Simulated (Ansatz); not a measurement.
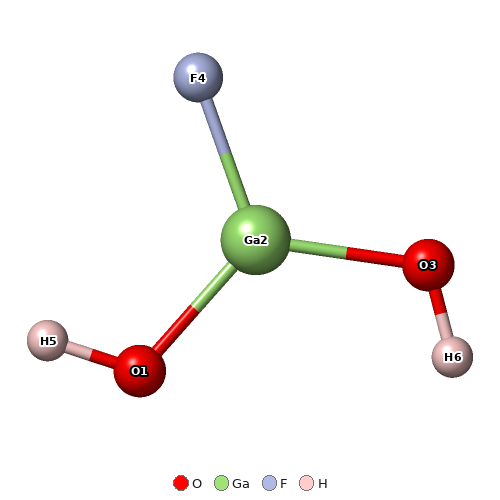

The system is FGaH₂O₂, SMILES [OH][Ga]([OH])[F]; the picture shows the grid point nearest to the relaxed geometry. Two internal coordinates are moved rigidly from the geometry relaxed at PBE0-D4/def2-TZVP, all others fixed. The first coordinate is: bond O1–H5; the second: angle F4–Ga2–O3. The grid has 5 × 5 points. All energies are given in kJ/mol relative to the lowest grid point. These are results of RKS PBE0-D4/def2-TZVPP (Ansatz 0.2.0), not measurements.

Its coordinates:

```json
{"atom": "O", "x (Å)": "-0.2972", "y (Å)": "1.3510", "z (Å)": "-0.5748"}
{"atom": "Ga", "x (Å)": "-0.0682", "y (Å)": "-0.3424", "z (Å)": "-0.1176"}
{"atom": "O", "x (Å)": "0.7944", "y (Å)": "-0.8423", "z (Å)": "1.3353"}
{"atom": "F", "x (Å)": "-0.7221", "y (Å)": "-1.5896", "z (Å)": "-1.1441"}
{"atom": "H", "x (Å)": "-0.7993", "y (Å)": "1.4614", "z (Å)": "-1.4103"}
{"atom": "H", "x (Å)": "1.1242", "y (Å)": "-0.1004", "z (Å)": "1.8485"}
```

Range: bond O1–H5 from 0.864 to 1.152 Å; angle F4–Ga2–O3 from 87.8 to 147.8°.

Q: What will the energy surface look like?

A: The lowest grid point is at bond O1–H5 = 0.981 Å, angle F4–Ga2–O3 = 117.8°. No other kind of well shows on this grid. The highest grid point, bond O1–H5 = 1.152 Å, angle F4–Ga2–O3 = 147.8°, lies 127 kJ/mol above the lowest. Round the minimum the two coordinates are nearly uncoupled.

| angle F4–Ga2–O3 ↓, bond O1–H5 → | 0.864 | 0.912 | 0.981 | 1.063 | 1.152 |
| --- | --- | --- | --- | --- | --- |
| 147.8 | 88 | 66 | 62 | 84 | 127 |
| 132.8 | 41 | 18 | 14 | 35 | 77 |
| 117.8 | 28 | 5 | 0 | 21 | 63 |
| 102.8 | 41 | 18 | 13 | 34 | 75 |
| 87.8 | 87 | 64 | 59 | 79 | 120 |

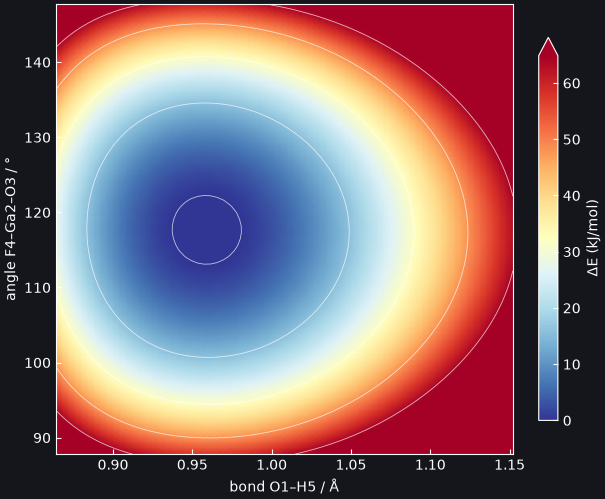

In the figure: a smooth colour map with a few white contour lines, one colour for all values above the top of the scale. Between grid points the surface is interpolated.
